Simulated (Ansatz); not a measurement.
## Electronic structure of H3OSeSi (charge −1) in real space

Input file:

```
crystal:
  periodic: [false, false, false]
  atoms:
    - {symbol: O, position_ang: [1.322256, 1.513212, 2.178237]}
    - {symbol: Si, position_ang: [-0.430949, -0.050087, -0.450773]}
    - {symbol: Se, position_ang: [0.629978, 0.053117, 1.718166]}
    - {symbol: H, position_ang: [0.496225, 0.968027, -1.111482]}
    - {symbol: H, position_ang: [-1.493190, 0.966101, -0.029410]}
    - {symbol: H, position_ang: [1.786913, -0.754437, 1.187902]}
basis:
  gaussian: {orbitals: "def2-TZVPPD.json"}
total_charge: -1
hamiltonian: {xc: pbe0, dispersion: d4}
output: {orbitals: {seedname: orbitals}}
```

Launched as:

```sh
ansatz run in.yaml --threads 2 --pin off --events-out ev --progress --plain --max-ram 4352MiB
```

Geometry: PBE0-D4/def2-TZVPD.

Theory: Ansatz, RKS PBE0-D4/def2-TZVPPD.

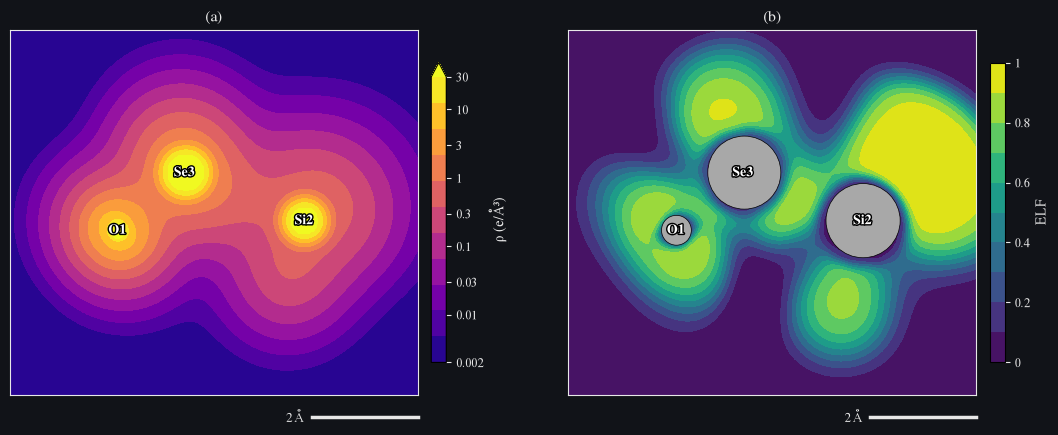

Figure 1. (a) electron density; (b) ELF on the plane of atoms O1, Se3 and Si2. Grey discs cover the atomic cores in the ELF map.

Interpret the plot.

- The plane passes through O, Si and Se nuclei.
- Se–O (1.68 Å): ρ at the midpoint is about 1.4 e/Å³; the ELF peaks at about 0.75 in the valence shell of O, 0.6 Å from its nucleus, and is about 0.50 at the midpoint.
- Si–Se (2.42 Å): ρ is about 0.59 e/Å³ halfway, with its minimum of 0.49 e/Å³ about 0.8 Å from Si; the ELF peaks at about 0.90 between the atoms (a covalent bond).
- The ELF also peaks beside O1, Si2 and Se3, away from the bonds: lone-pair regions.

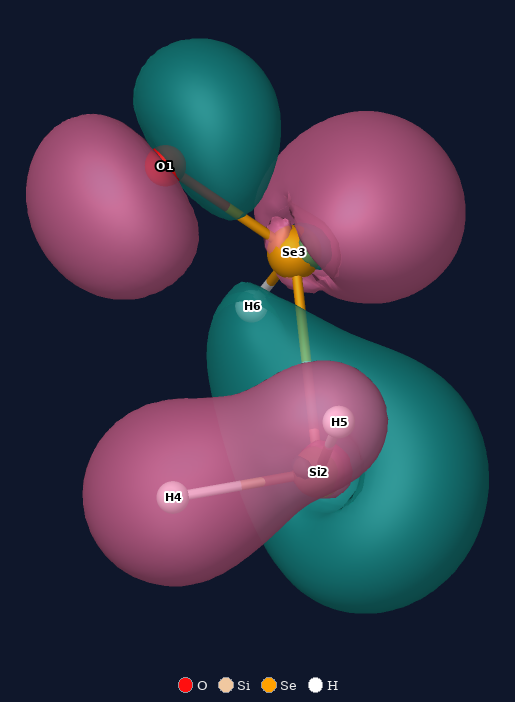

Figure 2. The HOMO−1 at ±0.08 Å⁻³ᐟ² (teal and pink are the two phases), seen at an oblique angle.

Where does this orbital lie, and at what energy?

Its weight (Hirshfeld) is mainly on O1 (about 35 %), Si2 (about 30 %), Se3 (about 25 %) and H4 (about 5 %). Its energy is −1.90 eV.

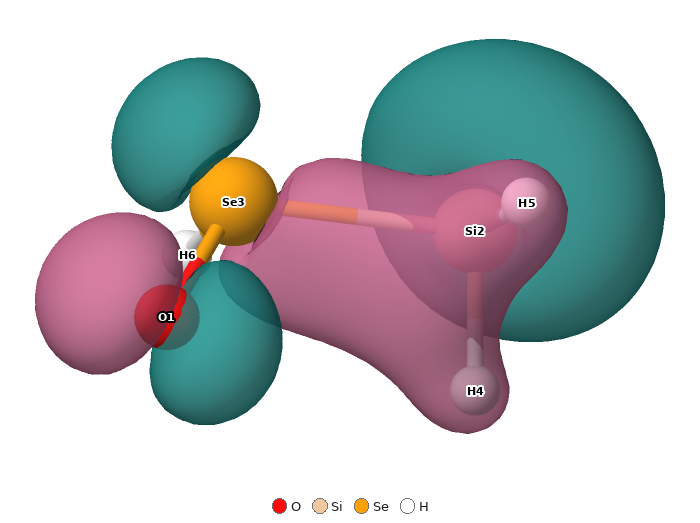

Figure 3. The HOMO at ±0.1 Å⁻³ᐟ² (teal and pink are the two phases), seen from one side.

Where does this orbital lie, and at what energy?

By Hirshfeld shares it lies mainly on Si2 (about 55 %), O1 (about 25 %) and Se3 (about 15 %). Its energy is −1.09 eV.
